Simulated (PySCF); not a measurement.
# C3H5ClOSi: electronic excitations at several levels of theory, part 2 of 2

PySCF 2.14.0. Atoms count from 0. The steps go on from the part before.

### Step 9. Excited states and response: wB97X-D/def2-SVPD

The job: settings as JSON, then the geometry in Å.

```
{"job": {"kind": "uv", "xc": "wB97X-D", "basis": "def2-SVPD", "ip": true}, "charge": 0, "multiplicity": 1}
O      2.309712     0.072144     0.552740
Si     0.954753    -0.154435    -0.378372
C     -0.581962    -1.047220     0.310108
C     -1.320788     0.233028    -0.028118
C     -0.402574     1.128543    -0.453356
Cl    -0.671545     2.747982    -0.948290
H      2.183446     0.457306     1.425124
H      1.485558    -0.640817    -1.677842
H     -0.567594    -1.273891     1.389268
H     -0.943000    -1.941464    -0.224284
H     -2.406130     0.385663     0.041641
```

Level: TDDFT wB97X-D/def2-SVPD, vertical, gas phase, core orbitals frozen in the response.

Standard output:

```text
coarse grid: 10696 points
cycle   1  E = -941.6036089463  dE =  8.916e-01  |g| = 6.727e-01  |ddm| = 4.803e+00
cycle   2  E = -941.5761336656  dE =  2.748e-02  |g| = 8.123e-01  |ddm| = 1.550e+00
cycle   3  E = -941.6985611879  dE = -1.224e-01  |g| = 5.809e-02  |ddm| = 7.473e-01
cycle   4  E = -941.6994057350  dE = -8.445e-04  |g| = 1.932e-02  |ddm| = 1.317e-01
cycle   5  E = -941.6995146157  dE = -1.089e-04  |g| = 5.455e-03  |ddm| = 5.466e-02
cycle   6  E = -941.6995243307  dE = -9.715e-06  |g| = 1.356e-03  |ddm| = 1.475e-02
final grid: 95368 points
cycle   7  E = -941.8235745537  dE = -7.174e-05  |g| = 4.261e-03  |ddm| = 1.410e-01
cycle   8  E = -941.8235769490  dE = -2.395e-06  |g| = 3.351e-03  |ddm| = 2.112e-02
cycle   9  E = -941.8235795020  dE = -2.553e-06  |g| = 5.548e-04  |ddm| = 5.201e-03
cycle  10  E = -941.8235795890  dE = -8.701e-08  |g| = 2.969e-04  |ddm| = 1.622e-03
cycle  11  E = -941.8235796098  dE = -2.084e-08  |g| = 6.702e-05  |ddm| = 5.779e-04
cycle  12  E = -941.8235796116  dE = -1.791e-09  |g| = 2.397e-05  |ddm| = 1.887e-04
cycle  13  E = -941.8235796119  dE = -2.678e-10  |g| = 6.387e-06  |ddm| = 8.033e-05
converged SCF energy = -941.8235796119

Static polarisability (au): isotropic 75.802, principal 59.241 77.949 90.216

Singlet excitations
state   eV       nm        f      main configurations
  1   6.1145    202.8   0.02143   H-1->L 0.72, H->L 0.19
  2   6.2238    199.2   0.11755   H->L 0.74, H-1->L 0.18
  3   6.5458    189.4   0.00353   H-2->L 0.94
  4   7.1047    174.5   0.00033   H->L+3 0.40, H->L+2 0.38
  5   7.3525    168.6   0.01507   H->L+1 0.65, H->L+4 0.23
  6   7.5999    163.1   0.00311   H->L+2 0.49, H->L+3 0.35
  7   7.7288    160.4   0.01024   H->L+4 0.27, H-1->L+1 0.24, H-3->L 0.12
  8   7.7661    159.6   0.00465   H->L+4 0.27, H-3->L 0.20, H-1->L+1 0.16
  9   7.8415    158.1   0.06701   H-1->L+3 0.38, H-1->L+2 0.17, H->L+4 0.11
 10   7.9724    155.5   0.01825   H-3->L 0.36, H-1->L+1 0.18, H-5->L 0.11

Triplet excitations (Tamm-Dancoff, eV): 4.0798 5.6966 6.3423 6.6521
Vertical ionisation energy (delta-SCF) = 9.5228 eV
```

Wall time 2.3 min (1 thread of Arm Neoverse V1, shared host); peak memory 0.86 GiB.

This run: HOMO -9.28 eV, LUMO 1.03 eV; lowest singlet 6.11 eV.

### Step 10. Excited states and response: LC-wPBE/def2-SVPD

Same as in step 9 but for these lines:

```diff
@@ -1,2 +1,2 @@
-{"job": {"kind": "uv", "xc": "wB97X-D", "basis": "def2-SVPD", "ip": true}, "charge": 0, "multiplicity": 1}
+{"job": {"kind": "uv", "xc": "LC-wPBE", "basis": "def2-SVPD", "ip": true}, "charge": 0, "multiplicity": 1}
 O      2.309712     0.072144     0.552740
```

Method: TDDFT LC-wPBE/def2-SVPD, vertical, gas phase, core orbitals frozen in the response.

Standard output:

```text
coarse grid: 10696 points
cycle   1  E = -941.2981902451  dE =  9.710e-01  |g| = 6.687e-01  |ddm| = 4.840e+00
cycle   2  E = -941.3015884217  dE = -3.398e-03  |g| = 7.237e-01  |ddm| = 1.508e+00
cycle   3  E = -941.3983368187  dE = -9.675e-02  |g| = 5.834e-02  |ddm| = 6.848e-01
cycle   4  E = -941.3993680084  dE = -1.031e-03  |g| = 1.764e-02  |ddm| = 1.574e-01
cycle   5  E = -941.3994776240  dE = -1.096e-04  |g| = 6.042e-03  |ddm| = 5.587e-02
cycle   6  E = -941.3994899390  dE = -1.231e-05  |g| = 1.529e-03  |ddm| = 1.980e-02
cycle   7  E = -941.3994911854  dE = -1.246e-06  |g| = 5.583e-04  |ddm| = 5.728e-03
final grid: 95368 points
cycle   8  E = -941.5537338126  dE = -2.476e-05  |g| = 3.269e-03  |ddm| = 6.315e-02
cycle   9  E = -941.5537352023  dE = -1.390e-06  |g| = 2.433e-03  |ddm| = 1.207e-02
cycle  10  E = -941.5537366887  dE = -1.486e-06  |g| = 3.047e-04  |ddm| = 4.263e-03
cycle  11  E = -941.5537367090  dE = -2.028e-08  |g| = 1.747e-04  |ddm| = 8.926e-04
cycle  12  E = -941.5537367168  dE = -7.857e-09  |g| = 4.769e-05  |ddm| = 2.531e-04
cycle  13  E = -941.5537367178  dE = -9.263e-10  |g| = 1.225e-05  |ddm| = 1.118e-04
converged SCF energy = -941.5537367178

Static polarisability (au): isotropic 73.976, principal 58.163 76.152 87.613

Singlet excitations
state   eV       nm        f      main configurations
  1   6.3567    195.0   0.04310   H-1->L 0.49, H->L 0.26, H-1->L+1 0.12
  2   6.4623    191.9   0.11823   H->L 0.53, H-1->L 0.22, H->L+1 0.10
  3   6.8851    180.1   0.00451   H-2->L 0.80, H-2->L+1 0.12
  4   7.4038    167.5   0.00008   H->L+2 0.26, H->L+3 0.22, H->L+4 0.17
  5   7.8100    158.8   0.00731   H->L+1 0.48, H->L+4 0.17, H->L+3 0.10
  6   8.0195    154.6   0.01015   H-1->L+3 0.23, H-1->L+2 0.15, H-1->L+4 0.12
  7   8.0906    153.2   0.02869   H-3->L 0.36, H-1->L+1 0.13, H->L+2 0.10
  8   8.1816    151.5   0.00453   H->L+2 0.40, H->L+4 0.11
  9   8.3006    149.4   0.05512   H-3->L 0.13, H-3->L+1 0.12, H->L+3 0.12
 10   8.3604    148.3   0.01358   H->L+4 0.27, H->L+3 0.11, H->L+1 0.09

Triplet excitations (Tamm-Dancoff, eV): 3.8977 5.8082 6.6154 6.8258
Vertical ionisation energy (delta-SCF) = 9.6963 eV
```

It took 3.1 min on 1 thread of Arm Neoverse V1, shared host; peak memory 0.82 GiB.

In short: HOMO -10.11 eV, LUMO 1.42 eV; lowest singlet 6.36 eV.

### Step 11. Ultraviolet spectrum: PBE0/6-31G*

Same as in step 10 but for these lines:

```diff
@@ -1,2 +1,2 @@
-{"job": {"kind": "uv", "xc": "LC-wPBE", "basis": "def2-SVPD", "ip": true}, "charge": 0, "multiplicity": 1}
+{"job": {"kind": "uv", "xc": "PBE0", "basis": "6-31G*"}, "charge": 0, "multiplicity": 1}
 O      2.309712     0.072144     0.552740
```

Level: TDDFT PBE0/6-31G*, vertical, gas phase, core orbitals frozen in the response.

Standard output:

```text
coarse grid: 10696 points
cycle   1  E = -941.6757772900  dE =  8.321e-01  |g| = 7.012e-01  |ddm| = 3.264e+00
cycle   2  E = -941.5553755142  dE =  1.204e-01  |g| = 1.053e+00  |ddm| = 1.317e+00
cycle   3  E = -941.7722863405  dE = -2.169e-01  |g| = 1.135e-01  |ddm| = 8.822e-01
cycle   4  E = -941.7751620172  dE = -2.876e-03  |g| = 3.793e-02  |ddm| = 1.426e-01
cycle   5  E = -941.7755070419  dE = -3.450e-04  |g| = 1.183e-02  |ddm| = 4.720e-02
cycle   6  E = -941.7755406011  dE = -3.356e-05  |g| = 3.862e-03  |ddm| = 1.653e-02
cycle   7  E = -941.7755439496  dE = -3.348e-06  |g| = 1.275e-03  |ddm| = 4.292e-03
final grid: 95368 points
cycle   8  E = -941.7133764605  dE = -1.009e-05  |g| = 7.704e-03  |ddm| = 1.678e-02
cycle   9  E = -941.7133568128  dE =  1.965e-05  |g| = 1.178e-02  |ddm| = 1.880e-02
cycle  10  E = -941.7133918200  dE = -3.501e-05  |g| = 1.092e-03  |ddm| = 1.180e-02
cycle  11  E = -941.7133921072  dE = -2.871e-07  |g| = 2.468e-04  |ddm| = 1.155e-03
cycle  12  E = -941.7133921205  dE = -1.334e-08  |g| = 9.512e-05  |ddm| = 3.198e-04
cycle  13  E = -941.7133921225  dE = -2.015e-09  |g| = 3.033e-05  |ddm| = 1.004e-04
cycle  14  E = -941.7133921227  dE = -2.185e-10  |g| = 6.627e-06  |ddm| = 3.812e-05
converged SCF energy = -941.7133921227

Static polarisability (au): isotropic 61.939, principal 44.299 63.520 78.000

Singlet excitations
state   eV       nm        f      main configurations
  1   6.0771    204.0   0.00480   H-1->L 0.93
  2   6.3388    195.6   0.12841   H->L 0.89
  3   6.4617    191.9   0.00173   H-2->L 0.98
  4   7.1332    173.8   0.00184   H->L+1 0.44, H->L+2 0.35, H->L+3 0.20
  5   7.5115    165.1   0.01453   H->L+1 0.50, H->L+3 0.27, H->L+2 0.16
  6   7.7037    160.9   0.01201   H->L+3 0.40, H->L+2 0.33, H-1->L+1 0.14
  7   7.7492    160.0   0.00298   H-3->L 0.75, H-1->L+2 0.13
  8   7.9787    155.4   0.09257   H-1->L+2 0.41, H-1->L+3 0.17, H-1->L+1 0.16
  9   8.0292    154.4   0.03128   H-1->L+1 0.44, H-1->L+2 0.27
 10   8.2868    149.6   0.00281   H-2->L+1 0.71, H-2->L+2 0.14

Triplet excitations (Tamm-Dancoff, eV): 3.9994 5.6017 6.2209 6.5334
```

It took 12 s on 1 thread of Arm Neoverse V1, shared host; peak memory 0.57 GiB.

Key values: HOMO -7.24 eV, LUMO -0.30 eV; lowest singlet 6.08 eV.

### Step 12. Excited states and response: PBE0/def2-SVP

Same as in step 11 but for these lines:

```diff
@@ -1,2 +1,2 @@
-{"job": {"kind": "uv", "xc": "PBE0", "basis": "6-31G*"}, "charge": 0, "multiplicity": 1}
+{"job": {"kind": "uv", "xc": "PBE0", "basis": "def2-SVP"}, "charge": 0, "multiplicity": 1}
 O      2.309712     0.072144     0.552740
```

Level: TDDFT PBE0/def2-SVP, vertical, gas phase, core orbitals frozen in the response.

Standard output:

```text
coarse grid: 10696 points
cycle   1  E = -941.1685351004  dE =  7.726e-01  |g| = 6.974e-01  |ddm| = 3.584e+00
cycle   2  E = -941.0449997951  dE =  1.235e-01  |g| = 1.057e+00  |ddm| = 1.653e+00
cycle   3  E = -941.2627275897  dE = -2.177e-01  |g| = 1.078e-01  |ddm| = 1.139e+00
cycle   4  E = -941.2652263347  dE = -2.499e-03  |g| = 3.970e-02  |ddm| = 1.449e-01
cycle   5  E = -941.2656058813  dE = -3.795e-04  |g| = 1.225e-02  |ddm| = 5.015e-02
cycle   6  E = -941.2656399833  dE = -3.410e-05  |g| = 4.027e-03  |ddm| = 1.793e-02
cycle   7  E = -941.2656436559  dE = -3.673e-06  |g| = 1.332e-03  |ddm| = 4.927e-03
final grid: 95368 points
cycle   8  E = -941.3797650542  dE = -1.031e-05  |g| = 7.987e-03  |ddm| = 2.191e-02
cycle   9  E = -941.3797425021  dE =  2.255e-05  |g| = 1.255e-02  |ddm| = 2.024e-02
cycle  10  E = -941.3797808077  dE = -3.831e-05  |g| = 9.548e-04  |ddm| = 1.313e-02
cycle  11  E = -941.3797810266  dE = -2.189e-07  |g| = 2.607e-04  |ddm| = 1.210e-03
cycle  12  E = -941.3797810419  dE = -1.533e-08  |g| = 8.500e-05  |ddm| = 3.317e-04
cycle  13  E = -941.3797810435  dE = -1.558e-09  |g| = 2.845e-05  |ddm| = 9.787e-05
cycle  14  E = -941.3797810437  dE = -2.033e-10  |g| = 5.010e-06  |ddm| = 3.940e-05
converged SCF energy = -941.3797810437

Static polarisability (au): isotropic 62.837, principal 46.636 64.982 76.893

Singlet excitations
state   eV       nm        f      main configurations
  1   5.9272    209.2   0.00386   H-1->L 0.95
  2   6.2431    198.6   0.13281   H->L 0.91
  3   6.3909    194.0   0.00258   H-2->L 0.98
  4   7.4264    167.0   0.00744   H->L+3 0.61, H->L+1 0.34
  5   7.5794    163.6   0.00699   H-3->L 0.60, H->L+2 0.28
  6   7.6794    161.5   0.00165   H->L+2 0.53, H-3->L 0.30
  7   7.7463    160.1   0.02460   H->L+1 0.46, H->L+3 0.28, H->L+2 0.16
  8   8.0073    154.8   0.00223   H-1->L+1 0.76
  9   8.2682    150.0   0.05212   H-1->L+3 0.50, H-1->L+2 0.15, H-2->L+1 0.10
 10   8.3455    148.6   0.00244   H-2->L+1 0.43, H-1->L+3 0.13, H-4->L 0.11

Triplet excitations (Tamm-Dancoff, eV): 3.9596 5.4583 6.1541 6.8764
```

Run time: 14 s. Hardware: 1 thread of Arm Neoverse V1, shared host; peak memory 0.6 GiB.

This run: HOMO -7.28 eV, LUMO -0.44 eV; lowest singlet 5.93 eV.

### Step 13. Run by run: electronic excitations

Excitations and ground-state properties, with basis size and wall time:

| run | lowest singlet (eV) | brightest (eV) | f | gap (eV) | α (Å³) | μ (D) | functions | time |
| --- | --- | --- | --- | --- | --- | --- | --- | --- |
| LDA/def2-SVPD | 5.16 | 5.41 | 0.055 | 4.56 | 11.97 | 2.09 | 174 | 98 s |
| PBE/def2-SVPD | 5.24 | 6.14 | 0.061 | 4.64 | 11.88 | 2.07 | 174 | 2.8 min |
| B3LYP/def2-SVPD | 5.76 | 5.85 | 0.072 | 6.26 | 11.49 | 2.12 | 174 | 2.4 min |
| PBE0/def2-SVPD | 5.89 | 6.01 | 0.093 | 6.72 | 11.36 | 2.17 | 174 | 2.3 min |
| BHandHLYP/def2-SVPD | 6.27 | 6.27 | 0.131 | 8.66 | 11.02 | 2.22 | 174 | 84 s |
| CAM-B3LYP/def2-SVPD | 6.10 | 6.18 | 0.078 | 9.03 | 11.27 | 2.17 | 174 | 2.4 min |
| wB97X-D/def2-SVPD | 6.11 | 6.22 | 0.118 | 10.31 | 11.23 | 2.20 | 174 | 2.3 min |
| LC-wPBE/def2-SVPD | 6.36 | 6.46 | 0.118 | 11.52 | 10.96 | 2.24 | 174 | 3.1 min |
| PBE0/6-31G* | 6.08 | 6.34 | 0.128 | 6.94 | 9.18 | 2.30 | 102 | 12 s |
| PBE0/def2-SVP | 5.93 | 6.24 | 0.133 | 6.84 | 9.31 | 2.04 | 117 | 14 s |

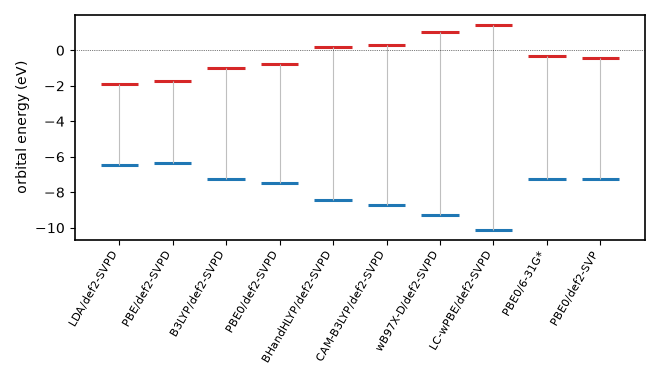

HOMO (blue) and LUMO (red) run by run.

### Step 14. Outcome

What follows sums up all 2 parts.

| quantity | value |
| --- | --- |
| point group | C1 |
| rotational constants (main isotopes) | 3.85, 1.59, 1.21 GHz |
| lowest singlet (LDA/def2-SVPD) | 5.16 eV (240 nm), f = 0.001 |
| brightest single state of those computed | state 2, 5.41 eV, f = 0.055 |
| lowest triplet | 4.07 eV |
| vertical ionisation energy (ΔSCF) | 9.44 eV |
| vertical electron affinity (ΔSCF) | -0.47 eV (unbound: the value hangs on the basis) |
| range of the lowest singlet | 5.16 to 6.36 eV |

Single values in the summary come from the first sound run of each kind (LDA/def2-SVPD), which need not be the best level. The start of the PBE0/def2-SVP relaxation was shaken at random by about 0.01 Å, so part of the energy gained, and of the first lengths quoted, undoes that. The optimisation took 6 steps and gained 0.183 eV; among the close pairs (by a distance rule), C3–C4 changed most, from 1.311 to 1.351 Å. The lowest singlet, at 5.16 eV, is HOMO−1→LUMO 0.94 and is dark; of the 10 states computed, the strongest absorption comes from state 2 at 5.41 eV. The lowest triplet lies 1.09 eV below the lowest singlet (triplets in Tamm-Dancoff, singlets in full TDDFT). The orbital energy would give 6.48 eV for ionisation, ΔSCF gives 9.44 eV. The lowest singlet runs from 5.16 eV (LDA/def2-SVPD) to 6.36 eV (LC-wPBE/def2-SVPD), while the orbital gap spans 4.56 to 11.52 eV. The lowest state need not be the same one in every run.
